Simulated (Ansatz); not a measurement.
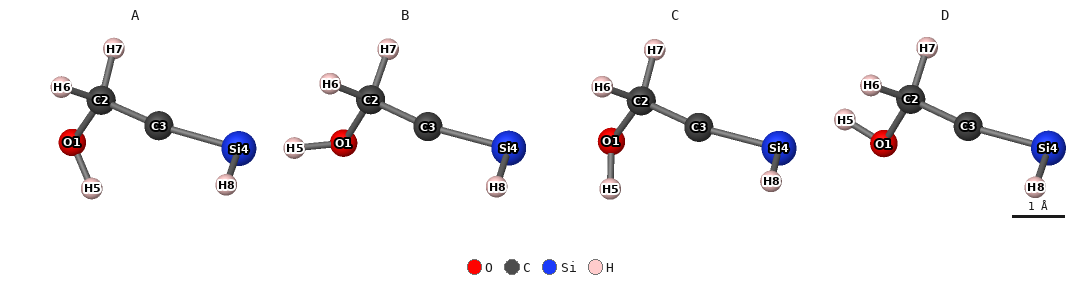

4 geometries from a converged minimum-energy path of C2H4OSi, shuffled. The picture is a ball-and-stick view, seen from a free direction.

Method: Ansatz 0.2.0, RKS PBE/def2-SVP. Run with 5 movable images; climbing image; force threshold 0.05 eV/Å; iteration limit 60; starting path by image-dependent pair potential.

**Which frame is the top of the path?**

B. In order along the path, whose images run from 0 to 6: A (image 0, 0.0 kJ/mol), C (image 1, +1.6 kJ/mol), B (image 4, +15.4 kJ/mol), D (image 6, +11.6 kJ/mol). The motion is a rotation about the O1–C2 bond by about 165°. No bond forms or breaks between the ends. Among the angles between lasting bonds that change up to the highest image: C3–C2–H7 110.1° → 106.8°, C3–C2–H6 103.8° → 106.8°.
